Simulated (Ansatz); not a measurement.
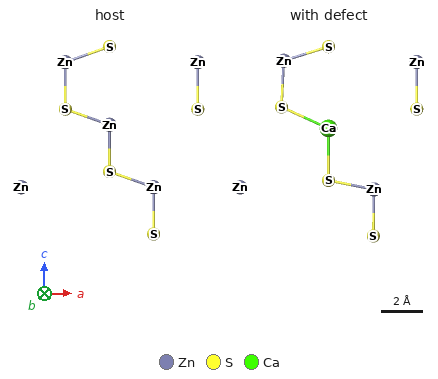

Left: perfect ZnS. Right: the same region with one point defect, after relaxing the atoms in a supercell of 48 sites. The picture is a ball-and-stick view of the atoms within 6.0 Å of one point, in a slice 3.4 Å thick across the line of sight, seen along the b axis.

All numbers below come from DFT, PBE, plane-wave PAW, default files, scalar-relativistic in Ansatz. Set-up: plane-wave cutoff 420 eV; k-point mesh 3 × 3 × 1; occupations fermi dirac; smearing width 0.01 eV; no spin polarisation. The axes drawn are those of the host's conventional cell.

Q: What kind of defect was made?

A: A zinc atom is replaced by calcium.

The charge state of the cell is 0.

Q: What does the relaxation do around it?

A: In the host the Zn atom has 4 S at 2.33 Å; the Ca atom ends with 4 S at 2.57 to 2.59 Å. Of the host's atoms, a sulfur atom moves furthest from its site, by 0.44 Å. The Ca atom itself moves 0.18 Å from where it was put. Relaxing the atoms from the host's sites lowers the energy by 1.46 eV.

Limits of the set-up: the periodic images lie only 7.6 Å apart, so the values are limited by the cell's size.
